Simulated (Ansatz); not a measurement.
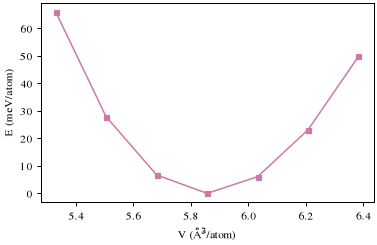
*BN (zinc blende, F-43m) under volume change, PBEsol in the plane-wave PAW code Ansatz, scaled uniformly.*

Problem. What does a third-order Birch–Murnaghan fit give for V₀, B₀ and B′?

Solution. V₀ = 5.86 Å³/atom, B₀ = 385 GPa, B′ = 3.7.

The cell was relaxed with PBEsol under the symmetry of its start.

Potentials: the earlier of the program's two PAW sets. The files were generated under PBE; for other functionals the program regenerates the frozen cores, and for LDA and PBEsol the local potential too.
